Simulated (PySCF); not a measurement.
CsO (doublet)

```tsv
atom	x (Å)	y (Å)	z (Å)
Cs	0.0000	0.0000	-0.2449
O	0.0000	0.0000	2.0351
```

Theory: PBE0/x2c-TZVPall, spin-free X2C-1e, Gaussian nucleus, at a bond length of 2.280 Å (PySCF 2.14.0).

Question: What can the converged electron density, electron localisation function and spin density tell about the bonding?

Answer: Cs–O (2.28 Å): ρ is about 0.53 e/Å³ halfway, with its minimum of 0.45 e/Å³ about 1.3 Å from Cs; the ELF is about 0.30 at the midpoint; a closed-shell, largely ionic contact.
The unpaired spin (1 electron) lies mostly on O2 (about 0.9) and Cs1 (about 0.1), in electrons by Hirshfeld's partition.

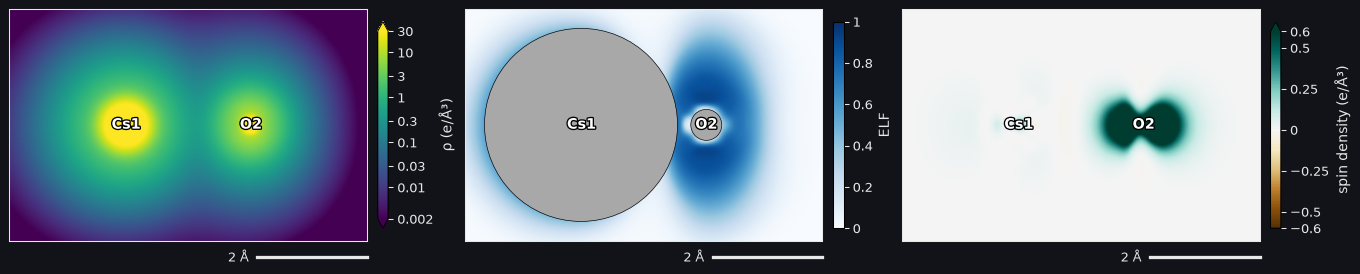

Computed electron density, electron localisation function and spin density on a plane that holds the molecular axis, in this order. Grey discs cover the atomic cores in the ELF map. 
